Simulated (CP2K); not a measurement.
**GFN2-xTB run of B2H2Cl2 (SMILES BB(Cl)Cl)**

What is the vertical electron affinity of B2H2Cl2 at GFN2-xTB? 

The results are computed with CP2K 2026.2.

2 further runs of the same task are left out: 2 set aside as unsound or not needed.

### Step 1. The structure to begin with

The species is B2H2Cl2 (6 atoms), meant as a singlet with charge 0. SMILES: `BB(Cl)Cl`. The coordinates come from a GFN2-xTB relaxation.

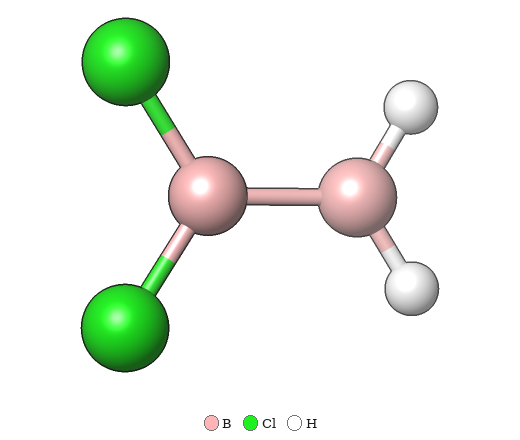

The structure, seen from a chosen angle (boron pink, chlorine green, hydrogen white).

### Step 2. A single-point energy at GFN2-xTB

molecule.xyz

```xyz
6

B     -0.881790     0.204490     0.292180
B      0.685610    -0.155420    -0.227590
Cl     1.933640    -0.658040     0.859300
Cl     1.166010    -0.054660    -1.884420
H     -1.195420     0.100710     1.412610
H     -1.708050     0.562930    -0.452070
```

job.inp

```
&GLOBAL
  PROJECT job
  RUN_TYPE ENERGY
  PRINT_LEVEL MEDIUM
&END GLOBAL
&FORCE_EVAL
  METHOD QUICKSTEP
  &DFT
    CHARGE 0
    MULTIPLICITY 1
    # Quickstep
    &QS
      METHOD XTB
      EPS_DEFAULT 1.0E-10
      &XTB
        GFN_TYPE TBLITE
        &TBLITE
          METHOD GFN2
        &END TBLITE
        CHECK_ATOMIC_CHARGES F
      &END XTB
    &END QS
    &POISSON
      PERIODIC NONE
      POISSON_SOLVER ANALYTIC
    &END POISSON
    # self-consistent field
    &SCF
      SCF_GUESS ATOMIC
      EPS_SCF 1.0E-07
      MAX_SCF 150
      ADDED_MOS 2
      &DIAGONALIZATION
        ALGORITHM STANDARD
      &END DIAGONALIZATION
      &MIXING
        METHOD DIRECT_P_MIXING
        ALPHA 0.4
      &END MIXING
      &SMEAR ON
        METHOD FERMI_DIRAC
        ELECTRONIC_TEMPERATURE [K] 300
      &END SMEAR
    &END SCF
    # extra output
    &PRINT
      &MOMENTS
        PERIODIC F
        REFERENCE COM
        MAX_MOMENT 1
      &END MOMENTS
      &MO ON
        ENERGIES T
        OCCUPATION_NUMBERS T
        NDIGITS 6
        &EACH
          QS_SCF 0
        &END EACH
        ADD_LAST NUMERIC
      &END MO
      &HIRSHFELD OFF
      &END HIRSHFELD
    &END PRINT
  &END DFT
  &SUBSYS
    &CELL
      ABC [angstrom] 11.6 9.2 11.3
      PERIODIC NONE
    &END CELL
    &TOPOLOGY
      COORD_FILE_NAME molecule.xyz
      COORD_FILE_FORMAT XYZ
      &CENTER_COORDINATES
      &END CENTER_COORDINATES
    &END TOPOLOGY
  &END SUBSYS
&END FORCE_EVAL
```

On the command line:

```
$ OMP_NUM_THREADS=1 cp2k.psmp job.inp > job.out
```

Standard output:

```text
CP2K| version string:                                       CP2K version 2026.2
[...]
 GLOBAL| Method name                                                        CP2K
[...]
 GLOBAL| Run type                                                         ENERGY
[...]
                             - Atoms:                                          6
[...]
                             - Spherical basis functions:                     28
[...]
 Number of electrons:                                                         22
[...]
  *** SCF run converged in    21 steps ***
[...]
  Fermi energy:                                                -0.36719941163038
[...]
 TB_DIPOLE| Moment [Debye]         -1.74051283       0.40736492       0.56772060
 TB_DIPOLE| Derivative [a.u.]       0.00000000       0.00000000       0.00000000
[...]
 ENERGY| Total FORCE_EVAL ( QS ) energy [hartree]            -12.610922102335413
[...]
```

It took 1.2 s on 1 thread of AMD EPYC 7R43 (Zen 3), shared host; peak memory 0.18 GiB.

### Step 3. The doublet anion, same level

molecule.xyz is that of step 2.

qs.inp

```
&GLOBAL
  PROJECT_NAME qs
  RUN_TYPE ENERGY
  PRINT_LEVEL MEDIUM
&END GLOBAL

&FORCE_EVAL
  METHOD QS
  &DFT
    CHARGE -1
    MULTIPLICITY 2
    LSD T
    &QS
      METHOD XTB
      EPS_DEFAULT 1.0E-10
      &XTB
        GFN_TYPE TBLITE
        &TBLITE
          METHOD GFN2
        &END TBLITE
        CHECK_ATOMIC_CHARGES F
      &END XTB
    &END QS
    &POISSON
      PERIODIC NONE
      POISSON_SOLVER ANALYTIC
    &END POISSON
    &SCF
      SCF_GUESS ATOMIC
      EPS_SCF 1.0E-07
      MAX_SCF 150
      ADDED_MOS 2
      &DIAGONALIZATION
        ALGORITHM STANDARD
      &END DIAGONALIZATION
      &MIXING
        METHOD DIRECT_P_MIXING
        ALPHA 0.4
      &END MIXING
      &SMEAR ON
        METHOD FERMI_DIRAC
        ELECTRONIC_TEMPERATURE [K] 300
      &END SMEAR
    &END SCF
    &PRINT
      &MOMENTS
        PERIODIC F
        REFERENCE COM
        MAX_MOMENT 1
      &END MOMENTS
      &MO ON
        ENERGIES T
        OCCUPATION_NUMBERS T
        NDIGITS 6
        &EACH
          QS_SCF 0
        &END EACH
        ADD_LAST NUMERIC
      &END MO
      &HIRSHFELD OFF
      &END HIRSHFELD
    &END PRINT
  &END DFT
  &SUBSYS
    &CELL
      ABC [angstrom] 11.6 9.2 11.3
      PERIODIC NONE
    &END CELL
    &TOPOLOGY
      COORD_FILE_NAME molecule.xyz
      COORD_FILE_FORMAT XYZ
      &CENTER_COORDINATES
      &END CENTER_COORDINATES
    &END TOPOLOGY
  &END SUBSYS
&END FORCE_EVAL
```

On the command line:

```
$ OMP_NUM_THREADS=1 cp2k.psmp -i qs.inp -o qs.out
```

Standard output:

```text
CP2K| version string:                                       CP2K version 2026.2
[...]
 GLOBAL| Method name                                                        CP2K
[...]
 GLOBAL| Run type                                                         ENERGY
[...]
                             - Atoms:                                          6
[...]
                             - Spherical basis functions:                     28
[...]
 Number of electrons:                                                         12
[...]
  *** SCF run converged in    21 steps ***
[...]
  Fermi energy:                                                -0.07930977947005
[...]
 TB_DIPOLE| Moment [Debye]          2.17382902      -0.48929459      -0.72585559
 TB_DIPOLE| Derivative [a.u.]       0.00000000       0.00000000       0.00000000
[...]
 ENERGY| Total FORCE_EVAL ( QS ) energy [hartree]            -12.822960530669439
[...]
```

Run time: 1.2 s. Hardware: 1 thread of AMD EPYC 7R43 (Zen 3), shared host; peak memory 0.18 GiB.

### Step 4. What came out

At GFN2-xTB:

| quantity | value |
| --- | --- |
| singlet B2H2Cl2: total energy | -12.61092 Eh |
| singlet B2H2Cl2: dipole moment (from atomic charges alone) | 1.88 D |
| singlet B2H2Cl2: HOMO energy | -11.14 eV |
| singlet B2H2Cl2: LUMO energy | -9.10 eV |
| singlet B2H2Cl2: HOMO–LUMO gap | 2.05 eV |
| doublet anion: total energy | -12.82296 Eh |
| doublet anion: HOMO energy (highest over α and β) | -2.41 eV |
| doublet anion: LUMO energy (lowest over α and β) | -1.91 eV |
| vertical electron affinity (to the doublet anion) | 5.770 eV |

What this shows: At fixed nuclei the extra electron is bound by 5.77 eV (557 kJ/mol). A minimal valence basis can't be trusted even for the sign of an electron affinity. No empirical shift is applied, and without it xTB methods put this difference several eV too high. The dipole (singlet B2H2Cl2) comes from point charges on the atoms alone, without atomic dipoles, so it is partial.
